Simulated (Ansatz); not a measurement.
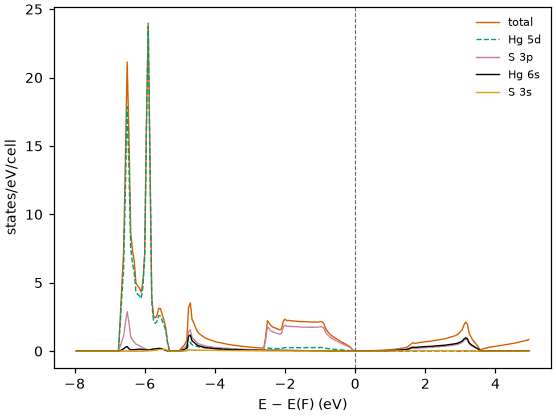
Figure. Total and projected density of states of HgS (zinc blende, F-43m), the program Ansatz at the PBE level (PAW)

Q: Which orbitals carry the states next to the Fermi level?

A: Within 0.5 eV of the Fermi level: S 3p 83 %, Hg 5d 14 %. Projections are on Löwdin-orthogonalised atomic valence shells; empty p or d shells of many metals are not among them.

Q: Where is the tallest occupied peak in this window, and what makes it?

A: Near -5.9 eV, about 24 states/eV per cell; the largest projected share is Hg 5d.

Symmetry was held in the PBE relaxation. Scalar-relativistic: spin–orbit coupling is off unless named, which matters more the heavier the elements.

Potentials: the later of the program's two PAW sets.
